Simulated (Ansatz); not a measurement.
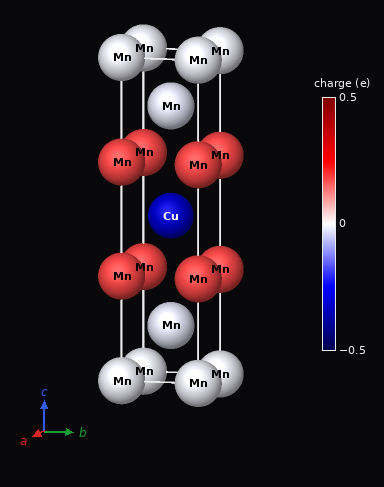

An orthographic spheres-only view of the structure, slightly off an axis. One simulation cell is framed, with atoms on its boundary repeated. The atoms of this Mn₅Cu cell are coloured by their Bader charge.

All computed values are from DFT PBE, scalar-relativistic, plane waves, PAW (Ansatz). Settings: a kinetic-energy cutoff of 420 eV, k-point mesh 14×14×4, Gaussian smearing of 0.1 eV, collinear spins. The state is ferrimagnetic.

> Who donates electrons here and who accepts them?

Most positive: Mn; most negative: Cu. Charges: about Mn 0.0 to +0.2 e; Cu -0.3 e.

Provenance: a structure type filled with these elements by a generator (whether the compound takes this form wasn't checked). Earlier steps of the study, as a rule a relaxation of our own, may have changed the cell and positions, so they can lie some per cent off the listed ones. It went into a calculation with Ansatz.
